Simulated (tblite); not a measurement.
# Run report: C9H18Si, geometry relaxation (part 1 of 2)

C9H18Si, SMILES [SiH3]C[C@]12CCC[C@H]1CCC2, computed with GFN2-xTB geometry optimisation, gas phase (tblite 0.8.0).

It belongs to a series of runs on one base structure; here: H on C replaced by CH2SiH3.

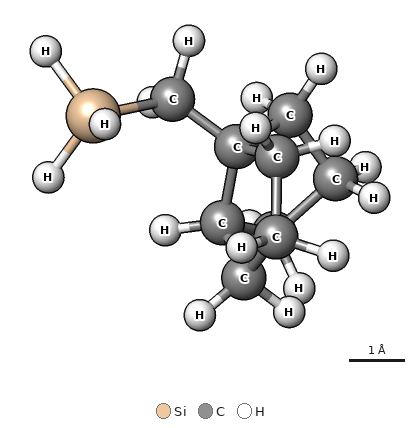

*The structure as given in the input (ball-and-stick view, seen at a tilt).*

Bond lengths as drawn: C–C 1.46 to 1.54 Å, C–H 1.09 to 1.12 Å, C–Si 1.83 Å and H–Si 1.44 to 1.48 Å.

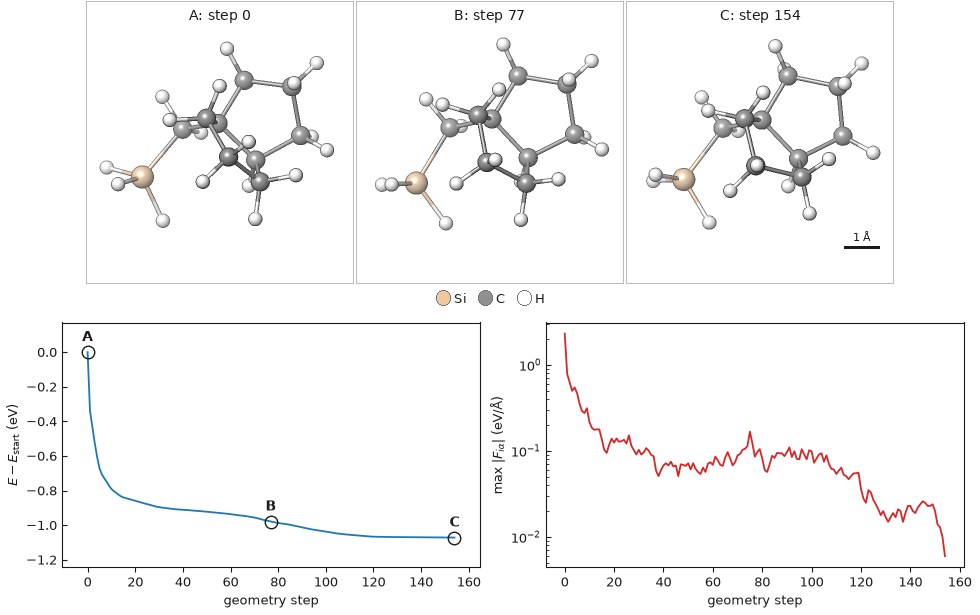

*Frames of the relaxation (ball-and-stick view, seen at a tilt) above the curves, on which the letters mark them (steps are counted from 0).*

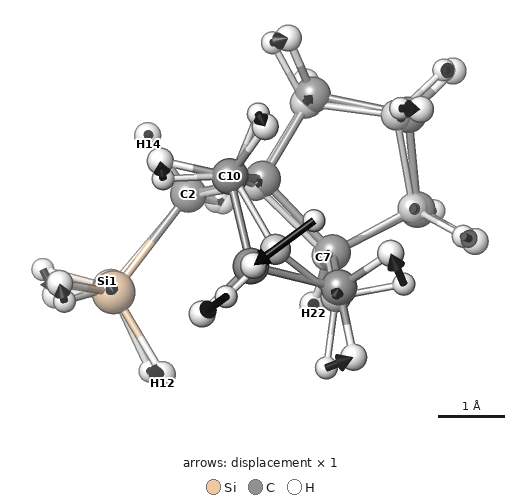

*Start (faint) and end (solid) with the displacements as black arrows, at true length (ball-and-stick view, seen at a tilt). The two geometries are laid on each other by the best rigid fit.*

The largest move after the best rigid fit is that of H26, 1.15 Å. By element the largest moves are H 1.15 Å, C 0.48 Å, Si 0.20 Å. Among the contacts that change: Si1–C2 1.829 → 1.903 Å, C3–C10 1.469 → 1.539 Å, C2–C3 1.464 → 1.531 Å, Si1–H11 1.436 → 1.465 Å. Among the angles that change: C2–C3–C10 121.6° → 112.1°, C9–C10–H28 105.3° → 112.6°, C5–C6–H21 106.1° → 113.0°. After 154 geometry steps the energy has fallen by 1.071 eV. Largest force component: 2.3 eV/Å at the start, 0.006 eV/Å at the end. (Atoms are counted from 1 in the order of the input.)

The input and output of the run follow.

Input
```
{"job": {"kind": "relax", "xc": "GFN2-xTB", "basis": "xTB"}, "charge": 0, "multiplicity": 1}
Si     2.979900    -0.049500    -0.621500
C      1.485600    -1.065200    -0.335900
C      0.257100    -0.459400     0.182200
C     -0.740900    -1.614300     0.282100
C     -2.097100    -0.985700     0.117500
C     -1.810700    -0.123000    -1.116500
C     -0.431600     0.453100    -0.844900
C     -0.652200     1.790200    -0.197500
C     -0.202900     1.682500     1.234300
C      0.231100     0.247400     1.469500
H      3.444700     0.782400     0.452900
H      2.888300     0.772000    -1.840500
H      4.079700    -0.998100    -0.887600
H      1.781400    -1.942400     0.297400
H      1.219600    -1.517000    -1.323600
H     -0.566100    -2.242400    -0.605700
H     -0.613200    -2.201400     1.204500
H     -2.417600    -0.401700     0.978700
H     -2.882200    -1.726600    -0.117000
H     -1.881800    -0.688800    -2.040400
H     -2.546000     0.713100    -1.087000
H      0.141900     0.543400    -1.786900
H     -0.195100     2.630800    -0.735300
H     -1.758800     1.984400    -0.162300
H      0.632100     2.405200     1.403400
H     -1.060600     1.920100     1.920200
H     -0.495600    -0.199500     2.166300
H      1.189900     0.317800     2.007900
```

The first line tells a small driver script what to run in tblite; the rest is the geometry in Å.

Run as:
```bash
OMP_NUM_THREADS=1 python <driver script> task.json out
```

Output
```
step      E/eV     max force
  0    -821.14350    2.675
  1    -821.48175    0.898
  2    -821.57337    0.764
  3    -821.66900    0.650
  4    -821.74924    0.653
  5    -821.81532    0.549
  6    -821.85002    0.392
  7    -821.87236    0.314
  8    -821.89242    0.318
  9    -821.91486    0.327
 10    -821.93406    0.263
 11    -821.94648    0.244
 12    -821.95638    0.252
 13    -821.96725    0.215
 14    -821.97652    0.187
 15    -821.98268    0.143
 16    -821.98671    0.136
 17    -821.99045    0.134
 18    -821.99479    0.121
 19    -821.99910    0.147
 20    -822.00284    0.133
 21    -822.00638    0.153
 22    -822.01028    0.140
 23    -822.01432    0.132
 24    -822.01801    0.136
 25    -822.02141    0.136
 26    -822.02508    0.169
 27    -822.02921    0.133
 28    -822.03324    0.121
 29    -822.03653    0.103
 30    -822.03907    0.109
 31    -822.04116    0.096
 32    -822.04300    0.099
 33    -822.04468    0.117
 34    -822.04639    0.114
 35    -822.04828    0.090
 36    -822.05011    0.104
 37    -822.05153    0.081
 38    -822.05249    0.056
 39    -822.05327    0.062
 40    -822.05406    0.070
 41    -822.05499    0.084
 42    -822.05614    0.079
 43    -822.05745    0.090
 44    -822.05872    0.075
 45    -822.05976    0.073
 46    -822.06066    0.058
 47    -822.06165    0.077
 48    -822.06285    0.079
 49    -822.06419    0.078
 50    -822.06559    0.081
 51    -822.06700    0.068
 52    -822.06845    0.088
 53    -822.06986    0.075
 54    -822.07113    0.070
 55    -822.07234    0.061
 56    -822.07361    0.073
 57    -822.07495    0.069
 58    -822.07635    0.083
 59    -822.07789    0.090
 60    -822.07975    0.084
 61    -822.08195    0.094
 62    -822.08406    0.086
 63    -822.08571    0.076
 64    -822.08713    0.089
 65    -822.08815    0.105
 66    -822.09006    0.103
 67    -822.09180    0.087
 68    -822.09482    0.085
 69    -822.09638    0.087
 70    -822.09928    0.131
 71    -822.10210    0.123
 72    -822.10592    0.110
 73    -822.10953    0.119
 74    -822.11329    0.125
 75    -822.11609    0.185
 76    -822.11922    0.124
 77    -822.12222    0.093
 78    -822.12565    0.105
 79    -822.12823    0.117
 80    -822.13129    0.105
 81    -822.13317    0.083
 82    -822.13469    0.079
 83    -822.13633    0.081
 84    -822.13848    0.097
 85    -822.14106    0.103
 86    -822.14400    0.118
 87    -822.14702    0.111
 88    -822.15003    0.113
 89    -822.15274    0.098
 90    -822.15535    0.119
 91    -822.15855    0.145
 92    -822.16201    0.137
 93    -822.16506    0.103
 94    -822.16743    0.086
 95    -822.16957    0.108
 96    -822.17184    0.129
 97    -822.17415    0.112
 98    -822.17646    0.088
 99    -822.17840    0.104
100    -822.18021    0.100
101    -822.18244    0.084
102    -822.18491    0.110
103    -822.18753    0.101
104    -822.18989    0.109
105    -822.19168    0.090
106    -822.19322    0.092
107    -822.19470    0.074
108    -822.19633    0.071
109    -822.19754    0.072
110    -822.19873    0.062
111    -822.19998    0.069
112    -822.20142    0.068
113    -822.20285    0.061
114    -822.20408    0.058
115    -822.20508    0.058
116    -822.20600    0.052
117    -822.20704    0.057
118    -822.20821    0.062
119    -822.20919    0.060
120    -822.20978    0.042
121    -822.21014    0.032
122    -822.21045    0.030
123    -822.21076    0.041
124    -822.21105    0.041
125    -822.21128    0.027
126    -822.21147    0.032
127    -822.21165    0.030
128    -822.21183    0.019
129    -822.21198    0.020
130    -822.21211    0.017
131    -822.21221    0.018
132    -822.21231    0.020
133    -822.21241    0.020
134    -822.21250    0.019
135    -822.21258    0.021
136    -822.21266    0.021
137    -822.21274    0.018
138    -822.21283    0.020
139    -822.21292    0.024
140    -822.21303    0.025
141    -822.21315    0.024
142    -822.21329    0.023
143    -822.21345    0.031
144    -822.21363    0.032
145    -822.21381    0.031
146    -822.21400    0.031
147    -822.21421    0.032
148    -822.21442    0.032
149    -822.21460    0.024
150    -822.21470    0.020
151    -822.21476    0.015
152    -822.21480    0.013
153    -822.21483    0.011
154    -822.21485    0.008
```

Trajectory as extended XYZ (Å, eV, eV/Å), 17 of the 155 frames kept, from step=0 to step=154
```
28
Properties=species:S:1:pos:R:3:forces:R:3 step=0 energy=-821.14350
Si    2.9799   -0.0495   -0.6215    1.6760   0.6220  -0.9020
C     1.4856   -1.0652   -0.3359    0.8530  -1.9410  -0.4460
C     0.2571   -0.4594    0.1822   -1.8360  -0.8970  -0.8350
C    -0.7409   -1.6143    0.2821   -0.1670  -0.9970   0.1880
C    -2.0971   -0.9857    0.1175   -0.5510  -0.7060  -0.8130
C    -1.8107   -0.1230   -1.1165   -1.2490   0.5790   0.5770
C    -0.4316    0.4531   -0.8449    0.1710   0.2780  -1.0750
C    -0.6522    1.7902   -0.1975   -1.1790   1.2520  -0.0660
C    -0.2029    1.6825    1.2343    0.0050   1.3050   0.9870
C     0.2311    0.2474    1.4695    0.6950   1.1500   2.3130
H     3.4447    0.7824    0.4529   -0.0280   0.3370   0.4960
H     2.8883    0.7720   -1.8405   -0.1350   0.0170   0.1310
H     4.0797   -0.9981   -0.8876   -0.0780   0.0320   0.0150
H     1.7814   -1.9424    0.2974   -0.2410   0.5760  -0.2720
H     1.2196   -1.5170   -1.3236    0.2910   0.1550   0.5160
H    -0.5661   -2.2424   -0.6057   -0.2320  -0.2530   0.4680
H    -0.6132   -2.2014    1.2045   -0.0300   0.0540  -0.3450
H    -2.4176   -0.4017    0.9787    0.1070   0.0450  -0.0920
H    -2.8822   -1.7266   -0.1170    0.2350   0.2210   0.2820
H    -1.8818   -0.6888   -2.0404   -0.0440  -0.0650   0.0190
H    -2.5460    0.7131   -1.0870    0.2000  -0.7680  -0.8450
H     0.1419    0.5434   -1.7869   -0.1200  -0.0360   0.4030
H    -0.1951    2.6308   -0.7353    0.0140  -0.2520   0.1590
H    -1.7588    1.9844   -0.1623    0.9930   0.2910  -0.2130
H     0.6321    2.4052    1.4034   -0.6230  -0.5030   0.2030
H    -1.0606    1.9201    1.9202    0.9420   0.1490  -0.4320
H    -0.4956   -0.1995    2.1663    0.3930  -0.0880  -0.1720
H     1.1899    0.3178    2.0079   -0.0620  -0.5540  -0.2480
28
Properties=species:S:1:pos:R:3:forces:R:3 step=10 energy=-821.93406
Si    3.0568   -0.0182   -0.6425    0.1890   0.1740  -0.0570
C     1.5139   -1.0607   -0.3469   -0.0450  -0.0200   0.0000
C     0.1820   -0.4932    0.1513   -0.1170   0.0530   0.0650
C    -0.7943   -1.6793    0.2658   -0.2180  -0.0260   0.0540
C    -2.1581   -1.0372    0.0668   -0.1020  -0.0030  -0.0200
C    -1.8962   -0.1423   -1.1438    0.0080  -0.0220   0.0570
C    -0.5179    0.4778   -0.8372   -0.0570   0.0450  -0.0820
C    -0.6607    1.8547   -0.1645    0.0240  -0.0270  -0.0520
C    -0.1611    1.7332    1.2820   -0.0370  -0.0070  -0.1040
C     0.2612    0.2678    1.4940    0.0160   0.0620   0.0330
H     3.4197    0.8188    0.4893    0.0210   0.0940   0.1580
H     2.8829    0.8170   -1.8253   -0.0230   0.1100  -0.0880
H     4.1473   -0.9720   -0.9060   -0.0600   0.0820   0.0260
H     1.8004   -1.8709    0.3233   -0.0190  -0.0760   0.1940
H     1.3247   -1.5459   -1.3053   -0.1320  -0.0930  -0.1180
H    -0.6214   -2.3999   -0.5378    0.0260   0.0690  -0.0230
H    -0.6906   -2.2188    1.2048   -0.0220   0.0430   0.1280
H    -2.4180   -0.4335    0.9407    0.0030  -0.0010  -0.1130
H    -2.9565   -1.7592   -0.0951   -0.0110  -0.0440  -0.0590
H    -1.8685   -0.7470   -2.0578    0.0790   0.0430   0.1610
H    -2.6633    0.6218   -1.2802    0.0210  -0.0690  -0.0060
H     0.0720    0.5671   -1.7460    0.0300   0.0470  -0.1590
H    -0.1104    2.6228   -0.7100    0.1140  -0.1000   0.0190
H    -1.7078    2.1629   -0.1846    0.0430   0.0030   0.0740
H     0.6580    2.4300    1.4717    0.0730  -0.1660  -0.0840
H    -0.9625    2.0153    1.9678    0.0470  -0.1100   0.0540
H    -0.4107   -0.1922    2.2184   -0.0210  -0.0620  -0.0070
H     1.2581    0.2086    1.9214    0.1700   0.0020  -0.0510
28
Properties=species:S:1:pos:R:3:forces:R:3 step=19 energy=-821.99910
Si    3.0288    0.0462   -0.6349   -0.0230  -0.0030   0.0150
C     1.5022   -1.0523   -0.3469   -0.0870  -0.0500   0.0040
C     0.1599   -0.5008    0.1404   -0.0670   0.0220   0.0620
C    -0.8297   -1.6757    0.2836   -0.0950  -0.0230   0.0050
C    -2.1939   -1.0440    0.0534   -0.0400   0.0400  -0.0230
C    -1.9113   -0.1566   -1.1527    0.0360   0.0210  -0.0010
C    -0.5414    0.4750   -0.8425    0.0110  -0.0040  -0.0480
C    -0.6344    1.8490   -0.1605   -0.0040  -0.0280  -0.0860
C    -0.1269    1.7053    1.2782    0.0060   0.0460  -0.0500
C     0.2875    0.2455    1.4793    0.0230   0.0250   0.0570
H     3.3997    0.8550    0.5286   -0.0820   0.0230  -0.0230
H     2.8718    0.8898   -1.8207   -0.0660   0.0580   0.0410
H     4.1314   -0.8898   -0.8933   -0.0080   0.0300  -0.0020
H     1.7861   -1.8288    0.3671    0.1000  -0.0390   0.0680
H     1.3102   -1.5826   -1.2812    0.0380  -0.0270  -0.1390
H    -0.6423   -2.4116   -0.5000   -0.0120  -0.0490  -0.0190
H    -0.7455   -2.1807    1.2443    0.0310   0.0010   0.0470
H    -2.4784   -0.4319    0.9109   -0.0050  -0.0140  -0.0110
H    -2.9842   -1.7716   -0.1311    0.0340  -0.0170  -0.0010
H    -1.8265   -0.7843   -2.0445   -0.0480   0.0550   0.0300
H    -2.6921    0.5841   -1.3290    0.0650  -0.0020  -0.0030
H     0.0276    0.5732   -1.7668    0.0810  -0.0310  -0.0460
H    -0.0292    2.5754   -0.7030    0.0140   0.0020  -0.0050
H    -1.6606    2.2158   -0.1759   -0.0200  -0.0180   0.0120
H     0.7202    2.3684    1.4402    0.0550   0.0420   0.0420
H    -0.9027    1.9853    1.9900   -0.0020   0.0180   0.0220
H    -0.3538   -0.2169    2.2283   -0.0210  -0.0430   0.0290
H     1.3069    0.1868    1.8529    0.0840  -0.0350   0.0220
28
Properties=species:S:1:pos:R:3:forces:R:3 step=29 energy=-822.03653
Si    2.9506    0.1019   -0.6273   -0.0630   0.0050   0.0370
C     1.4945   -1.0923   -0.3508   -0.0800   0.0150   0.0410
C     0.1554   -0.5373    0.1462   -0.0340   0.0050   0.0590
C    -0.8681   -1.6799    0.3136   -0.0010  -0.0250  -0.0330
C    -2.2213   -1.0372    0.0362    0.0220   0.0390  -0.0150
C    -1.8998   -0.1500   -1.1634    0.0430   0.0180  -0.0060
C    -0.5142    0.4450   -0.8497    0.0200  -0.0270   0.0080
C    -0.5791    1.8249   -0.1753   -0.0340  -0.0170  -0.0530
C    -0.0687    1.6871    1.2636    0.0180   0.0370  -0.0190
C     0.3245    0.2226    1.4743    0.0170   0.0110   0.0630
H     3.2517    0.9186    0.5470    0.0050   0.0120   0.0560
H     2.7408    1.0101   -1.7521   -0.0570  -0.0050  -0.0720
H     4.0932   -0.7726   -0.8929    0.0840   0.0260  -0.0530
H     1.8260   -1.8417    0.3755   -0.0230  -0.0280  -0.0360
H     1.3201   -1.6314   -1.2872    0.0000  -0.0020   0.0250
H    -0.6937   -2.4446   -0.4438    0.0610  -0.0820  -0.0140
H    -0.7982   -2.1499    1.2948   -0.0340  -0.0080  -0.0310
H    -2.5447   -0.4317    0.8829    0.0220   0.0220   0.0210
H    -2.9967   -1.7740   -0.1795    0.0240   0.0480   0.0100
H    -1.8413   -0.7761   -2.0565    0.0180   0.0330  -0.0130
H    -2.6474    0.6225   -1.3444   -0.0010  -0.0370   0.0290
H     0.0746    0.5131   -1.7670   -0.0270   0.0080  -0.0010
H     0.0234    2.5467   -0.7268    0.0270  -0.0220  -0.0060
H    -1.6026    2.1962   -0.1761   -0.0540   0.0260  -0.0230
H     0.7830    2.3442    1.4282    0.0910   0.0110  -0.0160
H    -0.8372    1.9868    1.9763   -0.0320  -0.0260  -0.0040
H    -0.2992   -0.2192    2.2504   -0.0550  -0.0380  -0.0030
H     1.3537    0.1455    1.8180    0.0420  -0.0010   0.0490
28
Properties=species:S:1:pos:R:3:forces:R:3 step=38 energy=-822.05249
Si    2.9083    0.1290   -0.6177   -0.0350  -0.0130   0.0000
C     1.4911   -1.1114   -0.3393   -0.0380   0.0120   0.0100
C     0.1548   -0.5559    0.1624   -0.0160  -0.0130   0.0120
C    -0.8771   -1.6955    0.3192    0.0050   0.0050  -0.0050
C    -2.2172   -1.0343    0.0226    0.0030   0.0030   0.0040
C    -1.8854   -0.1445   -1.1692    0.0080  -0.0100  -0.0070
C    -0.4982    0.4306   -0.8445    0.0180  -0.0370   0.0010
C    -0.5559    1.8148   -0.1840    0.0140  -0.0190  -0.0180
C    -0.0382    1.6826    1.2542   -0.0090   0.0090   0.0010
C     0.3296    0.2119    1.4867   -0.0220   0.0050   0.0090
H     3.1833    0.9378    0.5694    0.0210   0.0170   0.0110
H     2.6322    1.0241   -1.7408   -0.0350   0.0200  -0.0250
H     4.0983   -0.6634   -0.9287    0.0510  -0.0150  -0.0190
H     1.8276   -1.8720    0.3733   -0.0070   0.0280  -0.0300
H     1.3108   -1.6369   -1.2824    0.0210  -0.0080   0.0280
H    -0.6826   -2.4784   -0.4174   -0.0170   0.0260  -0.0300
H    -0.8462   -2.1578    1.3064    0.0440   0.0290  -0.0070
H    -2.5242   -0.4206    0.8704   -0.0180  -0.0020   0.0060
H    -3.0092   -1.7502   -0.1955    0.0140  -0.0110   0.0200
H    -1.8312   -0.7517   -2.0745   -0.0080  -0.0280  -0.0040
H    -2.6303    0.6338   -1.3326    0.0090  -0.0050  -0.0100
H     0.0951    0.4872   -1.7591    0.0010  -0.0020   0.0050
H     0.0524    2.5230   -0.7462    0.0220   0.0150   0.0160
H    -1.5786    2.1941   -0.1908    0.0230   0.0040   0.0190
H     0.8275    2.3273    1.4052    0.0150  -0.0240   0.0030
H    -0.8046    1.9961    1.9628    0.0110   0.0300   0.0240
H    -0.3084   -0.2160    2.2603   -0.0490   0.0020  -0.0200
H     1.3553    0.1234    1.8440   -0.0260  -0.0180   0.0060
28
Properties=species:S:1:pos:R:3:forces:R:3 step=48 energy=-822.06285
Si    2.8855    0.1538   -0.6245   -0.0690  -0.0370   0.0090
C     1.4949   -1.1133   -0.3270   -0.0440  -0.0090   0.0170
C     0.1533   -0.5619    0.1677   -0.0180  -0.0550   0.0150
C    -0.8787   -1.6985    0.3162   -0.0010  -0.0300   0.0080
C    -2.2175   -1.0321    0.0238    0.0110  -0.0170   0.0220
C    -1.8774   -0.1508   -1.1723   -0.0140   0.0000   0.0090
C    -0.4894    0.4215   -0.8446    0.0230  -0.0190   0.0200
C    -0.5298    1.8085   -0.1874    0.0270   0.0160   0.0170
C    -0.0108    1.6795    1.2519    0.0070  -0.0130   0.0100
C     0.2989    0.1989    1.4994    0.0120  -0.0080  -0.0090
H     3.1639    0.9543    0.5659    0.0090   0.0420   0.0290
H     2.5259    1.0357   -1.7353    0.0260   0.0430  -0.0130
H     4.1057   -0.5760   -0.9707    0.0100  -0.0420  -0.0260
H     1.8349   -1.8709    0.3869    0.0130   0.0540  -0.0220
H     1.3128   -1.6452   -1.2673    0.0410   0.0090   0.0440
H    -0.6942   -2.4766   -0.4281    0.0070   0.0150  -0.0100
H    -0.8342   -2.1616    1.3020   -0.0170  -0.0190  -0.0120
H    -2.5270   -0.4124    0.8661    0.0120  -0.0040   0.0250
H    -3.0089   -1.7517   -0.1848    0.0020   0.0140  -0.0200
H    -1.8243   -0.7676   -2.0711    0.0210  -0.0120  -0.0130
H    -2.6157    0.6294   -1.3489   -0.0270   0.0230   0.0080
H     0.1091    0.4644   -1.7557   -0.0210   0.0280  -0.0210
H     0.0974    2.5047   -0.7426   -0.0190   0.0320  -0.0490
H    -1.5459    2.2051   -0.1950    0.0250  -0.0050   0.0000
H     0.8866    2.2844    1.3902   -0.0250  -0.0150  -0.0330
H    -0.7562    2.0388    1.9625    0.0270   0.0040  -0.0020
H    -0.3874   -0.2082    2.2443    0.0030   0.0210  -0.0450
H     1.3076    0.0752    1.8925   -0.0210  -0.0140   0.0430
```
